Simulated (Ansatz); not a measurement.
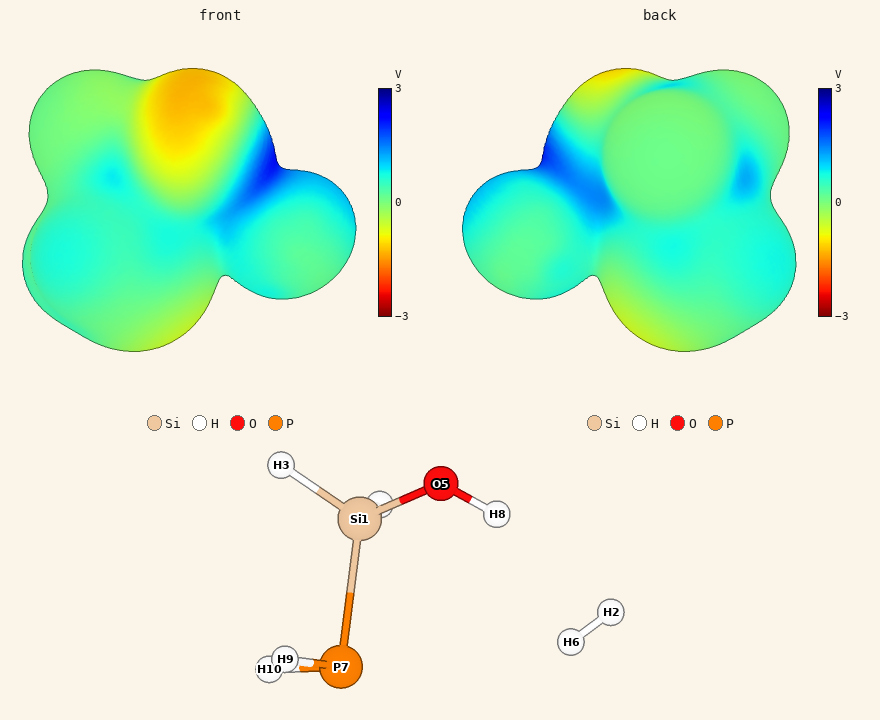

H5OPSi···H2. The electrostatic potential painted on the density surface at 0.002 e/bohr³, seen from the front and from behind; red is negative and blue positive. The bare structure is drawn below in the same view.

The product side of a reaction path; geometry: PBE0-D4/def2-TZVP.

These are results of Ansatz, RKS PBE0-D4/def2-TZVPP, not measurements.

```xyz
10

Si   -0.1663   -0.7934    0.7249
H     1.1526    2.9570   -0.0491
H    -0.0040   -2.2338    1.0320
H    -1.1687   -0.1952    1.6516
O     1.3313   -0.1370    0.9242
H     0.7622    2.5579   -0.5469
P    -0.9280   -0.3772   -1.3570
H     1.4323    0.7906    0.7021
H    -0.2704   -1.4869   -1.9494
H    -2.1412   -1.0820   -1.1324
```

> Describe the electrostatic potential map.

The most negative region (about −1.3 V, or −30 kcal/mol for a unit charge) lies over O5, the most positive (about +2.1 V, or +48 kcal/mol for a unit charge) over H8. O5 is the likeliest acceptor of a hydrogen bond.
